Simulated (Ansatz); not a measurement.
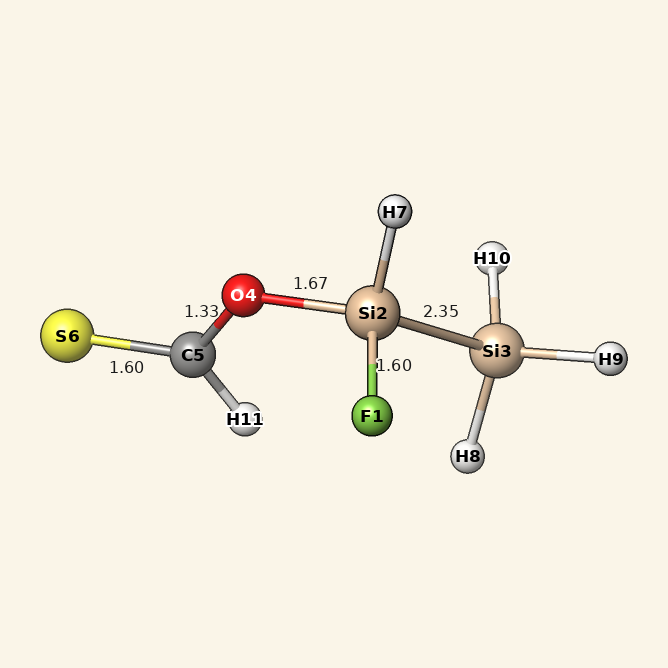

The numbers beside the sticks are distances in Å. Sticks don't show bond order. Computed geometry: PBE0-D4/def2-TZVP optimisation.

Q: Assign a bond order to each marked bond.

A: F1–Si2 single; Si2–Si3 single; Si2–O4 single; O4–C5 single; C5–S6 double.

Q: Write the SMILES.

A: F[Si@@H]([SiH3])OC=S
